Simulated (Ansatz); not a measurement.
System: GeH₂N₂ (SMILES [N-]=[N+]=[GeH2]).

Input

```
basis:
  gaussian: {orbitals: def2-TZVPD}
crystal:
  periodic: [false, false, false]
  atoms:
    - {symbol: Ge, position_ang: [-2.423926, 2.242738, -0.995164]}
    - {symbol: N, position_ang: [-3.181796, 0.098450, 1.353218]}
    - {symbol: N, position_ang: [-2.911600, 0.717226, 0.494281]}
    - {symbol: H, position_ang: [-3.386115, 1.385532, -1.923118]}
    - {symbol: H, position_ang: [-1.182961, 1.297344, -1.291657]}
hamiltonian: {xc: pbe0}
output: {forces: true, orbitals: {seedname: orbitals}}
```

Command:

```sh
ansatz run input.yaml --threads 2 --pin off --max-ram 4350MiB --events-out events.jsonl --progress --plain --runs-dir runs
```

Geometry: PBE0-D4/def2-TZVP.

Theory: isolated molecule in a Gaussian basis; Kohn-Sham density functional theory, functional PBE0 in Ansatz.

### What will maps of the electron density and electron localisation function show?

N–N (1.09 Å): the density is about 4.8 e/Å³ at the midpoint; the ELF peaks at about 0.85 between the atoms: a short, multiple covalent bond.
Ge–N (2.19 Å): ρ is about 0.38 e/Å³ halfway; the ELF peaks at about 0.95 in the valence shell of N, 0.6 Å from its nucleus, and is about 0.25 at the midpoint.
Ge–H (1.59 Å): ρ is about 0.94 e/Å³ halfway; the ELF climbs to about 1 towards the hydrogen.

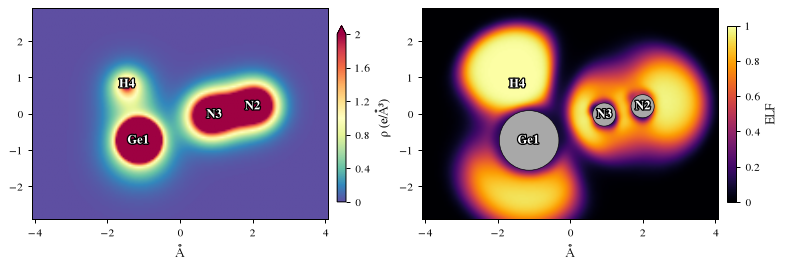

Computed electron density and electron localisation function on the plane of atoms N3, Ge1 and H4, in this order. Grey discs cover the atomic cores in the ELF map. 
